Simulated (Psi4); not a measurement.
# [OF2]+ (SMILES F[O+]F) at UHF/STO-3G

Aim: the vertical doublet–quartet gap of [OF2]+ at UHF/STO-3G, from 2 runs. 

The calculation is run with Psi4 1.11.

1 further run of the same task is left out (it didn't finish).

### 1 The molecule

[OF2]+: 3 atoms, total charge +1, spin state doublet. SMILES: `F[O+]F`. Geometry: relaxed at PBE0-D4/def2-TZVP.

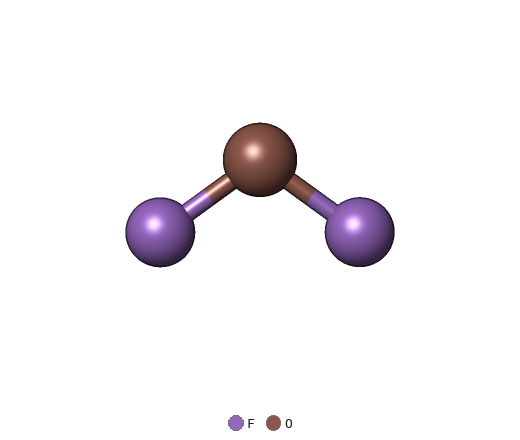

Viewed from a chosen angle; fluorine purple, oxygen brown.

### 2 Energy and gradient at UHF/STO-3G

Contents of input.inp:

```
memory 2.2 GB

molecule {
  1 2
  F
  O 1 R2
  F 2 R3 1 A3

  R2 = 1.297325
  R3 = 1.297317
  A3 = 108.01616
  symmetry c1
}

set {
  reference uhf
  puream true
  e_convergence 1e-09
  d_convergence 1e-08
  scf_type pk
  maxiter 100
}

e_tot, wfn = gradient("hf/STO-3G", return_wfn=True)
oeprop(wfn, "MAYER_INDICES", "QUADRUPOLE", "WIBERG_LOWDIN_INDICES")
print_variables()
```

On the command line:

```console
$ psi4 -i input.inp -o input.out -n 1
```

input.out, cut to the lines that bear on the results:

```text
[...]
  Running in c1 symmetry.
[...]
  Nuclear repulsion =   79.155285640106115
[...]
  Multiplicity = 2
[...]
  Nalpha       = 13
  Nbeta        = 12
[...]
    Number of basis functions: 15
[...]
   @UHF iter   1:  -269.26786571264950   -6.97010e-01   3.13104e-02 DIIS/ADIIS
[...]
   @UHF iter  16:  -269.43701988645211   -2.16005e-12   5.86952e-09 DIIS
[...]
   @S^2 Observed:                7.742363996E-01
[...]
    Orbital Energies [Eh]
    ---------------------
    Alpha Occupied:
       1A    -26.644153     2A    -26.644147     3A    -21.196806
       4A     -2.248098     5A     -2.028836     6A     -1.663904
       7A     -1.272599     8A     -1.188793     9A     -1.179496
      10A     -1.043858    11A     -0.990099    12A     -0.966698
      13A     -0.944548
    Alpha Virtual:
      14A     -0.069044    15A     -0.008800
    Beta Occupied:
[...]
  @UHF Final Energy:  -269.43701988645211
   => Energetics <=
    Nuclear Repulsion Energy =             79.1552856401061149
    One-Electron Energy =                -522.6390898247525456
    Two-Electron Energy =                 174.0467842981943249
    Total Energy =                       -269.4370198864521058
  UHF NO Occupations:
  HONO-2 :   11  A 1.9943062
  HONO-1 :   12  A 1.9935385
[...]
  -Total Gradient:
     Atom            X                  Y                   Z
    ------   -----------------  -----------------  -----------------
       1        0.001622025977    -0.090719583938    -0.000000000000
       2        0.084157113865     0.061115835867    -0.000000000000
       3       -0.085779139842     0.029603748070     0.000000000000
[...]
 Multipole Moments:
 ------------------------------------------------------------------------------------
     Multipole            Electronic (a.u.)      Nuclear  (a.u.)        Total (a.u.)
 ------------------------------------------------------------------------------------
 L = 1.  Multiply by 2.5417464519 to convert [e a0] to [Debye]
 Dipole X            :          0.2545576           -0.3468660           -0.0923084
 Dipole Y            :          0.1848942           -0.2519404           -0.0670462
 Dipole Z            :         -0.0000000            0.0000000           -0.0000000
 Magnitude           :                                                    0.1140878
 L = 2.  Multiply by 1.3450342976 to convert [e a0^2] to [Debye ang]
 Quadrupole XX       :        -39.8848615           31.9892368           -7.8956247
 Quadrupole XY       :         27.3151149          -28.2052248           -0.8901099
[...]
```

Run time: 3 s. Hardware: 1 thread of Intel Xeon 6975P-C (Granite Rapids), shared host; peak memory 0.17 GiB.

### 3 The quartet: a single-point energy at UHF/STO-3G

Contents of job.dat:

```
memory 2200 mb

molecule molecule1 {
  1 4
  F
  O 1 r2
  F 2 r3 1 a3

  r2 = 1.297325
  r3 = 1.297317
  a3 = 108.01616
  symmetry c1
  no_reorient
  no_com
}

set basis STO-3G
set reference uhf
set puream true
set e_convergence 1e-09
set d_convergence 1e-08
set scf_type pk
set maxiter 100

e_tot, wfn = energy("scf", return_wfn=True)
oeprop(wfn, "DIPOLE", "QUADRUPOLE", "MULLIKEN_CHARGES", title="SCF")
```

On the command line:

```console
$ psi4 -i job.dat -o job.out -n 1
```

job.out, cut to the lines that bear on the results:

```text
[...]
  Running in c1 symmetry.
[...]
  Nuclear repulsion =   79.155285640106115
[...]
  Multiplicity = 4
[...]
  Nalpha       = 14
  Nbeta        = 11
[...]
    Number of basis functions: 15
[...]
   @UHF iter   1:  -269.05020607013637   -4.79350e-01   2.01767e-02 DIIS/ADIIS
[...]
   @UHF iter  26:  -269.15145896614069    0.00000e+00   4.36716e-09 DIIS
[...]
   @S^2 Observed:                3.865995444E+00
[...]
  @UHF Final Energy:  -269.15145896614069
   => Energetics <=
    Nuclear Repulsion Energy =             79.1552856401061149
    One-Electron Energy =                -523.4003711821421803
    Two-Electron Energy =                 175.0936265758953709
    Total Energy =                       -269.1514589661406944
  UHF NO Occupations:
  HONO-2 :   12  A 1.0000000
  HONO-1 :   13  A 1.0000000
[...]
 Multipole Moments:
 ------------------------------------------------------------------------------------
     Multipole            Electronic (a.u.)      Nuclear  (a.u.)        Total (a.u.)
 ------------------------------------------------------------------------------------
 L = 1.  Multiply by 2.5417464519 to convert [e a0] to [Debye]
 Dipole X            :          0.1277275           -0.3468660           -0.2191385
 Dipole Y            :          0.0926792           -0.2519404           -0.1592612
 Dipole Z            :         -0.0000000            0.0000000           -0.0000000
 Magnitude           :                                                    0.2708981
 L = 2.  Multiply by 1.3450342976 to convert [e a0^2] to [Debye ang]
 Quadrupole XX       :        -39.3599017           31.9892368           -7.3706649
 Quadrupole XY       :         27.8485919          -28.2052248           -0.3566329
[...]
  Mulliken Charges: (a.u.)
   Center  Symbol    Alpha    Beta     Spin     Total
       1     F     4.83466  3.91316  0.92150  0.25219
       2     O     4.33072  3.17369  1.15704  0.49559
       3     F     4.83462  3.91316  0.92146  0.25222
   Total alpha = 14.00000, Total beta = 11.00000, Total charge =  1.00000
    Psi4 run time: 0:00:01.95
```

It took 2.7 s on 1 thread of Intel Xeon 6975P-C (Granite Rapids), shared host; peak memory 0.18 GiB.

### 4 Outcome

Level: UHF/STO-3G.

| quantity | value |
| --- | --- |
| doublet: total energy | -269.43702 Eh |
| doublet: HOMO energy (highest over α and β) | -25.70 eV |
| doublet: LUMO energy (lowest over α and β) | -7.91 eV |
| doublet: ⟨S²⟩ | 0.774 |
| doublet: largest force on an atom | 5.348 eV/Å |
| quartet: total energy | -269.15146 Eh |
| quartet: HOMO energy (highest over α and β) | -18.06 eV |
| quartet: LUMO energy (lowest over α and β) | -9.45 eV |
| quartet: ⟨S²⟩ | 3.866 |
| vertical energy of the quartet above the doublet | 7.771 eV |

In words: At this shape the quartet lies 7.77 eV (750 kJ/mol) above the doublet. The largest force (doublet) is 5.35 eV/Å: the shape isn't a stationary point for this species at this level. In a minimal basis such a difference can be off by several eV, whatever the method. ⟨S²⟩ (quartet) is 3.87 where a pure quartet has 3.75: the reference is spin-contaminated. Mulliken charges (quartet) run from +0.25 on F1 to +0.50 on O2.
